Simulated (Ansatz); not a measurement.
## Response to strain in Mg2Sn

Take Mg$_{2}$Sn (space group Fm-3m, No. 225; relaxed with 0.1 eV smearing) as the base.

```
Mg2Sn
1.0
    0.00000     3.40879     3.40879
    3.40879     0.00000     3.40879
    3.40879     3.40879     0.00000
Sn Mg
1 2
Direct
  0.00000   0.00000   0.00000
  0.25000   0.25000   0.25000
  0.75000   0.75000   0.75000
```

Strains are applied to the cell and any free atomic positions relax.

Level of theory: Ansatz (a program for electronic structure) PBE, no SOC.

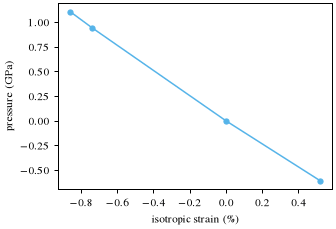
*Pressure against isotropic strain*

**Question.** From the plot, what is the pressure for isotropic strain +0.52 %?

**Answer.** About -0.6 GPa.

**Question.** Is the trend monotonic over the range shown?

**Answer.** Yes, it falls throughout, spanning -0.6 GPa to 1.1 GPa.

Whether these cells are dynamically stable was not tested.
